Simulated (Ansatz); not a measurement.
## BaCeSe3 (model cell, started as cubic perovskite with Ce in the octahedra): a soft mode frozen in

Aim: this structure of BaCeSe3 (model cell, started as cubic perovskite with Ce in the octahedra) is to be tested for unstable modes, and one is followed downhill.

Calculated with Ansatz 0.2.0; DFT PBEsol, scalar-relativistic, plane waves, PAW; PAW set soft_1.

The structure was built from a prototype and need not be the compound's stable phase.

### 1. Set-up

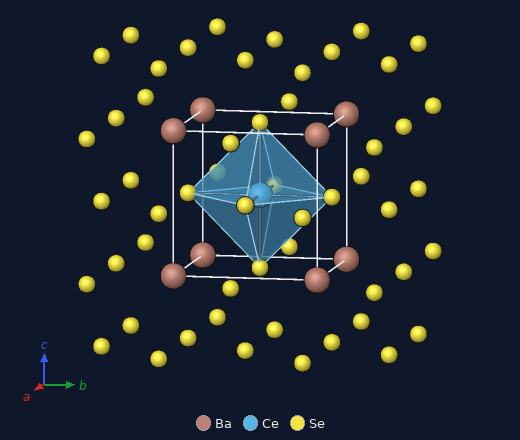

The cell as given, slightly off an axis (barium pink, cerium blue, selenium yellow). Some periodic images of atoms are drawn too.

### 2. The dispersion

The cell comes from relaxations at this level that are not shown. Stability and thermal properties need the whole zone. Linear response on a 2×2×2 q mesh gives force constants as far as a supercell of that size would, and the tensors from the zone-centre run are typed in so that the long-range dipole term is interpolated apart.

input.yaml reads:

```yaml
crystal:
  lattice:
    - [5.4631095288, 0.0, 0.0]
    - [0.0, 5.4631095288, 0.0]
    - [0.0, 0.0, 5.4631095288]
  atoms:
    - { symbol: Ba, position: [0.0, 0.0, 0.0] }
    - { symbol: Ce, position: [0.5, 0.5, 0.5] }
    - { symbol: Se, position: [0.5, 0.5, 0.0] }
    - { symbol: Se, position: [0.5, 0.0, 0.5] }
    - { symbol: Se, position: [0.0, 0.5, 0.5] }
kpoints:
  mp_grid: { grid: [8, 8, 8] }
hamiltonian:
  xc: pbesol
  pseudopotentials: { kind: paw, azcp: { folder: soft_1 }, xc_functional: pbe }
scf:
  occupations: { method: fixed }
output:
  eigenvalues: true
phonons:
  method: dfpt
  qmesh: [2, 2, 2]
  temperatures: { t_max: 1000, t_step: 50 }
  qpath:
    path:
      - [[0.0, 0.0, 0.0], [0.0, 0.5, 0.0], [0.5, 0.5, 0.0], [0.0, 0.0, 0.0], [0.5, 0.5, 0.5], [0.0, 0.5, 0.0]]
      - [[0.5, 0.5, 0.5], [0.5, 0.5, 0.0]]
    npoints: 10
  non_analytic_term:
    high_frequency_dielectric_tensor: [[10.9307, 0.0, 0.0], [0.0, 10.9307, 0.0], [0.0, 0.0, 10.9307]]
    born_effective_charges:
      - { species: Ba, tensor: [[3.0544, 0.0, 0.0], [0.0, 3.0544, 0.0], [0.0, 0.0, 3.0544]] }
      - { species: Ce, tensor: [[6.9098, 0.0, 0.0], [0.0, 6.9098, 0.0], [0.0, 0.0, 6.9098]] }
      - { species: Se, tensor: [[-1.8407, 0.0, 0.0], [0.0, -1.8407, 0.0], [0.0, 0.0, -6.2829]] }
      - { species: Se, tensor: [[-1.8407, 0.0, 0.0], [0.0, -6.2829, 0.0], [0.0, 0.0, -1.8407]] }
      - { species: Se, tensor: [[-6.2829, 0.0, 0.0], [0.0, -1.8407, 0.0], [0.0, 0.0, -1.8407]] }
    source: "zone-centre run at this cell"
```

On the command line:

```
$ ansatz run input.yaml --threads 4 --pin off --max-ram 16384MiB --backend cpu --events-out ev --progress --plain --runs-dir out
```

Numbers of over 12 decimals in the logs are rounded to 6 here.

The log of the run:

```text
Engine: ansatz 0.2.0, aarch64-unknown-linux-gnu
Pseudopotentials: kind: paw
Pseudopotential: Ba, paw, valence charge 10, recommended cutoff 420 eV (normal), soft_1/Ba.paw.azcp
Pseudopotential: Ce, paw, valence charge 12, recommended cutoff 420 eV (normal), soft_1/Ce.paw.azcp
Pseudopotential: Se, paw, valence charge 16, recommended cutoff 420 eV (normal), soft_1/Se.paw.azcp
Functional definition: PBEsol
  exchange = pbesol_x
  correlation = pbesol_c
Crystal: 5 atoms, lattice volume = 163.050 Å³
Basis set: ecut = 420 eV, 3191 PW (Γ), exchange–correlation on 80×80×80 points (8 copies of the dense FFT grid, shifted against one another)
Bands: 42, of which v1, the nominal top of the filled ones, is band 35 counted from 1 (34 counted from 0)
Symmetry: 48 space group operations
k-points: 35 of 512
Non-local potential: Ba, projectors of the file, l = 0: 3, l = 1: 2, l = 2: 2, l = 3: 2
Non-local potential: Ce, projectors of the file, l = 0: 3, l = 1: 2, l = 2: 2, l = 3: 3
Non-local potential: Se, projectors of the file, l = 0: 2, l = 1: 2, l = 2: 3, l = 3: 1
PAW form: soft (Blöchl's): semilocal exchange-correlation on the pseudo side does not see the compensation charge
PAW frozen core: Ba, regenerated for the run's functional, and the local potential with it (the file was generated under x = pbe(κ = 0.804, μ = 0.219515), c = pbe(β = 0.066725))
PAW frozen core: Ce, regenerated for the run's functional, and the local potential with it (the file was generated under x = pbe(κ = 0.804, μ = 0.219515), c = pbe(β = 0.066725))
PAW frozen core: Se, regenerated for the run's functional, and the local potential with it (the file was generated under x = pbe(κ = 0.804, μ = 0.219515), c = pbe(β = 0.066725))
PAW one-centre angular grid: Ba, 194 points (default); XC on 64 Gauss nodes
PAW one-centre angular grid: Ce, 590 points (default); XC on 64 Gauss nodes
PAW one-centre angular grid: Se, 590 points (default); XC on 64 Gauss nodes
Initial density: superposition of atomic densities (chi_scale 0.1, normalization cell, long waves kept (reshape's long-wave potential 0.00 eV rms))
Initial wavefunctions: pseudopotential atomic-orbital guess
Functional: x = pbesol(κ = 0.804, μ = 0.123457), c = pbesol(β = 0.046)
SCF iter   1: F=—  HF=-28637.877054 eV  |F-HF|=—  |Δ(HF+E_count)|=         —  Δρ=3.39e-1  dr2=3.12e2  ethr=3.10e-3  ⟨swp⟩=4.1  Hψ=4778  notcnv=0  defer=109
preconditioner: auto → Resta (q_TF=auto, 2.370 Å⁻¹)  ε∞=8.6  [insulator: Δε(μ)=0.000 eV  Ē_g=5.795 eV  n_scr=32 (ndim 8)  ℏωp=15.9 eV  f_vac=0.000  ε∞_Penn≈8.6]
SCF iter   2: F=—  HF=-28676.432320 eV  |F-HF|=—  |Δ(HF+E_count)|=    3.86e1  Δρ=2.04e-1  dr2=8.65e1  ethr=3.10e-3  ⟨swp⟩=6.0  Hψ=6099  notcnv=0  defer=150
SCF iter   3: F=—  HF=-28649.227397 eV  |F-HF|=—  |Δ(HF+E_count)|=    2.72e1  Δρ=1.42e-1  dr2=4.21e1  ethr=3.10e-3  ⟨swp⟩=4.5  Hψ=4016  notcnv=0  defer=142
SCF iter   4: F=—  HF=-28629.633771 eV  |F-HF|=—  |Δ(HF+E_count)|=    1.96e1  Δρ=4.80e-2  dr2=4.70e0  ethr=3.10e-3  ⟨swp⟩=4.2  Hψ=3744  notcnv=0  defer=84
SCF iter   5: F=—  HF=-28630.910297 eV  |F-HF|=—  |Δ(HF+E_count)|=    1.28e0  Δρ=1.90e-1  dr2=8.70e1  ethr=3.10e-3  ⟨swp⟩=4.0  Hψ=3319  notcnv=0  defer=97  recentre
SCF iter   6: F=—  HF=-28631.150430 eV  |F-HF|=—  |Δ(HF+E_count)|=   2.40e-1  Δρ=6.28e-2  dr2=9.38e0  ethr=3.10e-3  ⟨swp⟩=4.2  Hψ=3965  notcnv=0  defer=127
SCF iter   7: F=—  HF=-28629.346028 eV  |F-HF|=—  |Δ(HF+E_count)|=    1.80e0  Δρ=4.04e-2  dr2=3.87e0  ethr=3.10e-3  ⟨swp⟩=3.5  Hψ=2998  notcnv=0  defer=110
SCF iter   8: F=—  HF=-28628.688534 eV  |F-HF|=—  |Δ(HF+E_count)|=   6.57e-1  Δρ=5.56e-3  dr2=7.20e-2  ethr=3.10e-3  ⟨swp⟩=3.6  Hψ=3267  notcnv=0  defer=79
SCF iter   9: F=—  HF=-28628.681248 eV  |F-HF|=—  |Δ(HF+E_count)|=   7.29e-3  Δρ=5.46e-4  dr2=5.92e-4  ethr=1.03e-4  ⟨swp⟩=2.9  Hψ=1837  notcnv=0  defer=124
SCF iter  10: F=—  HF=-28628.687417 eV  |F-HF|=—  |Δ(HF+E_count)|=   6.17e-3  Δρ=5.80e-3  dr2=7.87e-2  ethr=8.46e-7  ⟨swp⟩=3.6  Hψ=3121  notcnv=0  defer=156
SCF iter  11: F=—  HF=-28628.681705 eV  |F-HF|=—  |Δ(HF+E_count)|=   5.71e-3  Δρ=1.85e-3  dr2=8.24e-3  ethr=8.46e-7  ⟨swp⟩=4.9  Hψ=3868  notcnv=0  defer=151
SCF iter  12: F=—  HF=-28628.681090 eV  |F-HF|=—  |Δ(HF+E_count)|=   6.16e-4  Δρ=6.94e-4  dr2=1.15e-3  ethr=8.46e-7  ⟨swp⟩=2.3  Hψ=2198  notcnv=0  defer=144
SCF iter  13: F=—  HF=-28628.680997 eV  |F-HF|=—  |Δ(HF+E_count)|=   9.27e-5  Δρ=1.86e-4  dr2=8.13e-5  ethr=8.46e-7  ⟨swp⟩=2.2  Hψ=1671  notcnv=0  defer=144
SCF iter  14: F=—  HF=-28628.680992 eV  |F-HF|=—  |Δ(HF+E_count)|=   4.72e-6  Δρ=1.73e-5  dr2=7.27e-7  ethr=1.16e-7  ⟨swp⟩=1.8  Hψ=1534  notcnv=0  defer=92
SCF iter  15: F=—  HF=-28628.680991 eV  |F-HF|=—  |Δ(HF+E_count)|=   1.15e-6  Δρ=1.55e-5  dr2=6.04e-7  ethr=1.04e-9  ⟨swp⟩=1.9  Hψ=1599  notcnv=0  defer=62
SCF iter  16: F=—  HF=-28628.680991 eV  |F-HF|=—  |Δ(HF+E_count)|=   4.98e-8  Δρ=1.39e-6  dr2=4.98e-9  ethr=8.63e-10  ⟨swp⟩=1.8  Hψ=1525  notcnv=0  defer=62
SCF iter  17: F=—  HF=-28628.680991 eV  |F-HF|=—  |Δ(HF+E_count)|=  5.75e-10  Δρ=4.53e-7  dr2=4.88e-10  ethr=7.11e-12  ⟨swp⟩=2.2  Hψ=2621  notcnv=0  defer=62
SCF iter  18: F=—  HF=-28628.680991 eV  |F-HF|=—  |Δ(HF+E_count)|=  3.64e-11  Δρ=1.09e-7  dr2=3.01e-11  ethr=1.00e-12  ⟨swp⟩=1.9  Hψ=1663  notcnv=0  defer=62
SCF iter  19: F=—  HF=-28628.680991 eV  |F-HF|=—  |Δ(HF+E_count)|=    0.00e0  Δρ=7.07e-8  dr2=1.51e-11  ethr=1.00e-12  ⟨swp⟩=11.0  Hψ=8278  notcnv=0
SCF iter  20: F=-28628.680991 eV  HF=-28628.680991 eV  |F-HF|=7.28e-12  |Δ(HF+E_count)|=  7.28e-12  Δρ=4.23e-9  dr2=8.06e-14  ethr=1.00e-12  ⟨swp⟩=4.9  Hψ=5453  notcnv=0
SCF 1 converged in 20 iterations: F = -28628.680991 eV  dr2 = 8.06e-14
  greatest PAW one-centre occupation: 1.000 electrons in one spin orbital (limit 2), on the Se atom at site 3 (counted from 0), in its partial waves of l = 2
NSCF: frozen V_eff on 35 k-points
NSCF: frozen V_eff on 125 k-points
DFPT response loops at q = (0, 0, 0) (fractional): preconditioner auto → Resta (q_TF=auto, 2.370 Å⁻¹)  ε∞=9.3 (no band partly filled); β = 1.00, the filter's whole step (`scf.mixing.beta` (0.50) is not read by the response loops at its default; to damp them type it under 1.00, their step now; it binds the ground state too); Broyden in place of MSR1
NSCF: frozen V_eff on 250 k-points
DFPT response loops at q = (0, 0, -0.5) (fractional): mixed as the last ones told, above
NSCF: frozen V_eff on 250 k-points
DFPT response loops at q = (0, -0.5, -0.5) (fractional): mixed as the last ones told, above
NSCF: frozen V_eff on 250 k-points
DFPT response loops at q = (-0.5, -0.5, -0.5) (fractional): mixed as the last ones told, above
SCF converged after 20 iterations
Free energy (F): -28628.680991 eV
Harris-Foulkes:  -28628.680991 eV  (|F-HF|=7.28e-12)
Internal energy: -28628.680991 eV  (E = F + TS)
E sigma→0 (E₀):  -28628.680991 eV
Fermi energy:    7.426615 eV
--- Per-component energies (eV) ---
  E_band       = -1287.496282
  E_kinetic    = 728.009493
  E_local      = -10011.009226  (includes V_loc(G=0)·N_el)
  E_nonlocal   = -857.399592
  E_hartree    = 5060.874780
  E_xc         = -595.696126
  E_vxc        = -570.362748  (∫ρ·V_xc dr)
  E_paw        = -16857.236511  (= ΣΔE_a)
  E_vpaw       = -698.482611  (= ΣTr[D̂ρ^β])
  E_aug_tail   = -0.001143  (compensation charges beyond the density's cutoff)
  E_ewald      = -6099.625310
  E_core_change = 3.402643  (= ΣΔE_core)
  E_smearing   = -0.000000  (= −TS)
  E_closure    = 0.000000  (closes the sum)
  Σ components = -28628.680991   (vs F -28628.680991, Δ=0.00e0)
--- Band table (eV; the first three rows and the last of 35) ---
  k-point 0: bands = [... 31 lower, 6.1428, 6.7215, 6.7215, 6.7215, 8.1871, 8.5379, 8.5379, 8.5379, ... 3 higher]
  k-point 1: bands = [... 31 lower, 6.0513, 6.4116, 6.7070, 6.7070, 8.1825, 8.3992, 8.3992, 8.5102, ... 3 higher]
  k-point 2: bands = [... 31 lower, 5.8092, 5.8552, 6.6854, 6.6854, 8.1727, 8.2968, 8.2968, 8.4719, ... 3 higher]
  k-point 34: bands = [... 31 lower, 4.4298, 7.4266, 7.4266, 7.4266, 8.1201, 8.1653, 8.1653, 8.1653, ... 3 higher]
--- Phonons (Γ-DFPT): 4 representative perturbations + reference (Σ response iterations 12) ---
  ASR residual: 9.811e-5 → 0.000e0 eV/Å²; symmetrization residual: 1.002e-5 eV/Å²
  ASR residual per site (eV/Å²): 9.81e-5 1.40e-5 3.70e-5 3.70e-5 3.70e-5
  Γ frequencies (cm⁻¹): -51.05 -51.05 -51.05 -40.23 -40.23 -40.23 0.00 0.00 0.00 57.44 57.44 57.44 224.38 224.38 224.38
--- Phonons (arbitrary-q DFPT): 4 irreducible q on the 2×2×2 mesh ---
  q = [0.0000, 0.0000, 0.0000] (star 1, of the zone-centre solve; hermiticity 1.87e-6, symmetrization 7.46e-12): -51.05 -51.05 -51.05 -40.23 -40.23 -40.23 -0.00 -0.00 0.00 57.44 57.44 57.44 224.38 224.38 224.38
  q = [0.0000, 0.0000, -0.5000] (star 3, 9 solved perturbations in 975 linear systems a pass and spin channel, the states on 125 of 512 k-point pairs; hermiticity 1.58e-6, symmetrization 8.88e-12): -42.92 -42.92 -30.38 -30.38 -23.72 41.55 41.55 44.47 50.44 50.44 52.66 170.91 224.87 224.87 237.20
  q = [0.0000, -0.5000, -0.5000] (star 3, 9 solved perturbations in 975 linear systems a pass and spin channel, the states on 125 of 512 k-point pairs; hermiticity 3.20e-7, symmetrization 4.29e-13): -66.78 -48.83 -48.83 -23.38 28.10 28.10 48.75 48.75 50.87 79.38 173.42 173.42 195.59 225.43 243.86
  q = [-0.5000, -0.5000, -0.5000] (star 1, 4 solved perturbations in 350 linear systems a pass and spin channel, the states on 125 of 512 k-point pairs; hermiticity 1.23e-7, symmetrization 1.04e-11): -70.34 -70.34 -70.34 -40.51 -40.51 -40.51 77.37 77.37 77.37 175.05 175.05 175.05 191.69 191.69 249.70
  sum rule: each row above includes the acoustic sum rule's correction from the zone centre's row sums; it moved no ω² by more than (0.44 cm⁻¹)²
  mesh force constants: q→R imaginary residual 4.46e-18; ASR residual 9.811e-5 → 0.000e0 eV/Å²; symmetrization residual 1.243e-14 eV/Å²
  interpolated dispersion: 63 rows × 15 modes
  density of states and harmonic sums: on the 12×12×12 q-mesh, interpolated from the force constants of a 2×2×2 supercell (with the dipole–dipole term of supplied tensors)
  largest difference from the sums on the solved wave vectors: F 4.29e-2 eV, S 4.69e-5 and C_V 1.95e-5 eV/K
  zero-point energy: 0.075444 eV/cell   skipped modes (ω ≤ 0): 445, of them read as no rigid motion or as one in doubt: 442 (5.295e0 modes/cell left out, lowest -70.34 cm⁻¹)   left out of the sums: 3.53e-1 of the cell's modes: C_V's classical limit lies that fraction below 3 k_B per atom; for a crystal, a wire or a layer, F and S can be off by more, and a phonons.interpolated_qmesh denser along its periods is the remedy for the sampling
```

The job ended after 8.5 min (4 threads of Arm Neoverse V2, shared host; peak memory 2.4 GiB).

Numbers from this step:

- gap on the k-mesh: 0.6935 eV
- volume per atom: 32.61 Å³
- sum-rule residual before enforcement: 9.81e-5 eV/Å²
- lowest frequency on the path: -70.34 cm⁻¹
- point group: m-3m
- highest frequency on the path or at a solved wavevector: 270.7 cm⁻¹
- highest optical mode at the zone centre (no LO-TO term): 224.4 cm⁻¹
- lowest optical zone-centre mode: -51.05 cm⁻¹
- lowest mode on the q mesh (acoustic modes at Γ apart): -70.34 cm⁻¹

Frequencies (cm⁻¹) solved at each irreducible wavevector; negative means imaginary. Frequencies by wavevector, by row:

```
q in reciprocal lattice units  star  mode 1  mode 2  mode 3  mode 4  mode 13  mode 14  mode 15
                        0 0 0     1     -51     -51     -51   -40.2    224.4    224.4    224.4
                     0 0 -0.5     3   -42.9   -42.9   -30.4   -30.4    224.9    224.9    237.2
                  0 -0.5 -0.5     3   -66.8   -48.8   -48.8   -23.4    195.6    225.4    243.9
               -0.5 -0.5 -0.5     1   -70.3   -70.3   -70.3   -40.5    191.7    191.7    249.7
```

Interpolated from a 2×2×2 q mesh, with the LO-TO term (at Γ the limit along the path; where Γ stands inside the path, tables give the limit on arrival). Phonon branches along the path, in cm⁻¹:

```
    point  branch 1  branch 2  branch 3  branch 4  branch 12  branch 13  branch 14  branch 15
        Γ       -51       -51       -40       -40         71        224        224        271
        X       -43       -43       -30       -30        171        225        225        237
        M       -67       -49       -49       -23        173        196        225        244
        Γ       -51       -51       -40       -40         71        224        224        271
        R       -70       -70       -70       -40        175        192        192        250
        X       -43       -43       -30       -30        171        225        225        237
jump to R       -70       -70       -70       -40        175        192        192        250
        M       -67       -49       -49       -23        173        196        225        244
```

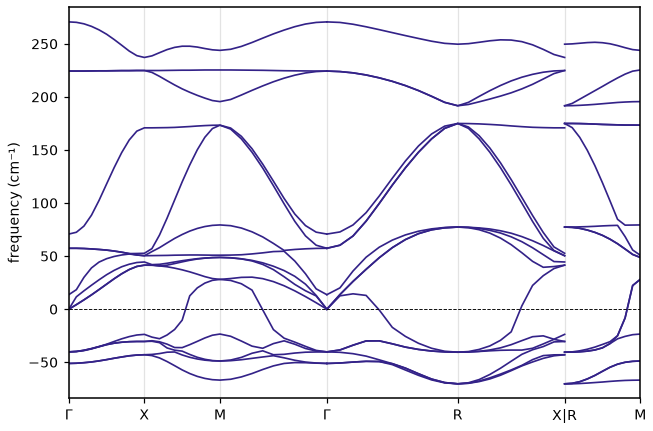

Phonon branches along the path.

Symmetry leaves 4 wavevectors to solve. The lowest mode among them, the acoustic zeros apart, lies at q = (-0.5, -0.5, -0.5) and is imaginary, 70.3i cm⁻¹, so the energy falls along it.

### 3. The mode frozen in, largest atomic shift 0 Å

The mode followed lies at q = (0, -0.5, -0.5) with frequency 66.8i cm⁻¹, one of the unstable modes though not the softest. At small amplitude the distorted cell has space group no. 127 by a symmetry search on the positions. The undistorted cell that holds it gives the zero of energy on the same k mesh.

System of this step: BaCeSe3 (model cell, started as cubic perovskite with Ce in the octahedra). The structure is cubic, space group Pm-3m (No. 221). Conventional cell: a = 5.463 Å, b = 5.463 Å, c = 5.463 Å, α = 90.00°, β = 90.00°, γ = 90.00°. Ba has 12 Se at 3.86 Å nearest. Ce has 6 Se at 2.73 Å nearest. Nearest to Se lie 2 Ce at 2.73 Å and 4 Ba at 3.86 Å. Se has 2 Ce at 2.73 Å and 4 Ba at 3.86 Å nearest. Farther neighbours and most contacts between anions are not listed.

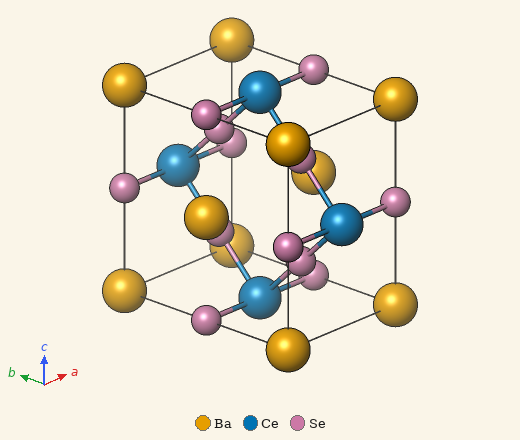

The cell of this step (barium orange, cerium blue, selenium pink). Some periodic images of atoms are drawn too.

input.yaml reads:

```yaml
crystal:
  lattice:
    - [-5.4631095288, 0.0, 0.0]
    - [0.0, -5.4631095288, -5.4631095288]
    - [0.0, -5.4631095288, 5.4631095288]
  atoms:
    - { symbol: Ba, position: [0.0, 0.5, 0.5] }
    - { symbol: Ba, position: [0.0, 0.0, 0.0] }
    - { symbol: Ce, position: [0.5, 1.0, 0.5] }
    - { symbol: Ce, position: [0.5, 0.5, 0.0] }
    - { symbol: Se, position: [0.5, 0.25, 0.25] }
    - { symbol: Se, position: [0.5, 0.75, 0.75] }
    - { symbol: Se, position: [0.5, 0.25, 0.75] }
    - { symbol: Se, position: [0.5, 0.75, 0.25] }
    - { symbol: Se, position: [0.0, 1.0, 0.5] }
    - { symbol: Se, position: [0.0, 0.5, 0.0] }
kpoints:
  mp_grid: { grid: [6, 4, 4] }
hamiltonian:
  xc: pbesol
  pseudopotentials: { kind: paw, azcp: { folder: soft_1 }, xc_functional: pbe }
scf:
  occupations: { method: gaussian, width: 0.02 }
output:
  forces: true
  stress: true
  eigenvalues: true
```

The log of the run:

```text
band count auto-derived: 89 (N_el = 140.0; filled up to band 70; 84 by the electrons, moments and atoms)
[...]
Crystal: 10 atoms, lattice volume = 326.099 Å³
Basis set: ecut = 420 eV, 6359 PW (Γ), exchange–correlation on 80×108×108 points (8 copies of the dense FFT grid, shifted against one another)
[...]
k-point 0: bands = [... 66 lower, 6.7212, 6.7213, 6.7213, 7.3381, 8.1685, 8.1863, 8.1879, 8.1882, ... 15 higher]
  k-point 1: bands = [... 66 lower, 6.4677, 6.5506, 6.6876, 7.0293, 8.1675, 8.1785, 8.1984, 8.2026, ... 15 higher]
  k-point 2: bands = [... 66 lower, 6.5324, 6.5324, 6.6147, 6.6147, 8.1691, 8.1691, 8.2372, 8.2372, ... 15 higher]
  k-point 23: bands = [... 66 lower, 6.5265, 6.5265, 7.3377, 7.3377, 8.1685, 8.1685, 8.1879, 8.1879, ... 15 higher]
[key lines of the parts left out:]
SCF converged after 13 iterations
Free energy (F): -57257.361350 eV
Fermi energy:    7.773449 eV
P = ⅓ Tr σ = 0.0042 GPa (0.042 kbar)
```

Elapsed: 15 s, on 4 threads; peak memory 1.2 GiB; 58 s of CPU time.

This step gave:

* pressure: 0.004218 GPa
* gap on the k-mesh: 0.6923 eV
* energy from the undistorted cell: 0 meV/atom

At this level the gap is 0.69 eV on the k-mesh of the self-consistent run, which can miss the band edges.

### 4. The mode frozen in, largest atomic shift 0.6 Å

The atoms are moved along the unstable eigenvector, the largest shift by 0.6 Å, with the cell fixed.

input.yaml, the sections that differ from step 3:

```yaml
crystal:
  lattice:
    - [-5.4631095288, 0.0, 0.0]
    - [0.0, -5.4631095288, -5.4631095288]
    - [0.0, -5.4631095288, 5.4631095288]
  atoms:
    - { symbol: Ba, position: [0.0, 0.5, 0.5] }
    - { symbol: Ba, position: [0.0, 0.0, 0.0] }
    - { symbol: Ce, position: [0.5, 1.0, 0.5] }
    - { symbol: Ce, position: [0.5, 0.5, 0.0] }
    - { symbol: Se, position: [0.5, 0.304913781, 0.304913781] }
    - { symbol: Se, position: [0.5, 0.695086219, 0.695086219] }
    - { symbol: Se, position: [0.5, 0.195086219, 0.804913781] }
    - { symbol: Se, position: [0.5, 0.804913781, 0.195086219] }
    - { symbol: Se, position: [0.0, 1.0, 0.5] }
    - { symbol: Se, position: [0.0, 0.5, 0.0] }
# kpoints, hamiltonian, scf, output: as in step 3
```

The log of the run:

```text
[...]
Crystal: 10 atoms, lattice volume = 326.099 Å³
Basis set: ecut = 420 eV, 6359 PW (Γ), exchange–correlation on 80×108×108 points (8 copies of the dense FFT grid, shifted against one another)
Bands: 89, of which v1, the nominal top of the filled ones, is band 70 counted from 1 (69 counted from 0)
Symmetry: 16 space group operations
[...]
k-points: 24 of 96
[...]
k-point 0: bands = [... 66 lower, 6.4049, 6.5382, 6.5663, 6.5663, 7.9032, 7.9114, 7.9357, 7.9357, ... 15 higher]
  k-point 1: bands = [... 66 lower, 6.3626, 6.4685, 6.5035, 6.6424, 7.9024, 7.9085, 7.9440, 7.9544, ... 15 higher]
  k-point 2: bands = [... 66 lower, 6.4279, 6.4279, 6.5869, 6.5869, 7.9033, 7.9033, 7.9828, 7.9828, ... 15 higher]
  k-point 23: bands = [... 66 lower, 6.3060, 6.3060, 6.9971, 6.9971, 7.8982, 7.8982, 7.9294, 7.9294, ... 15 higher]
[key lines of the parts left out:]
SCF converged after 14 iterations
Free energy (F): -57257.946509 eV
Fermi energy:    7.547284 eV
P = ⅓ Tr σ = -1.0212 GPa (-10.212 kbar)
```

Wall time 16 s (4 threads); peak memory 1.2 GiB; 64 s of CPU time.

Numbers from this step:

```yaml
pressure: -1.021 GPa
gap_on_the_k_mesh: 0.6331 eV
energy_from_the_undistorted_cell: -58.52 meV/atom
```

The energy, extrapolated to zero smearing, is -58.52 meV/atom against the undistorted cell.

The run ends at a pressure of -1.02 GPa, with forces up to 0.24 eV/Å.

(Continued in part 2 of 2.)

[Logs are printed without paths, hosts, clocks, repeated set-up lines and the standing remarks that a program may print on its own settings, such as how far it seeks lower states.]

[Hosts, paths, dates, database ids (printed as entryN), source tags and the programs' standing remarks are cut or masked in the printed files.]
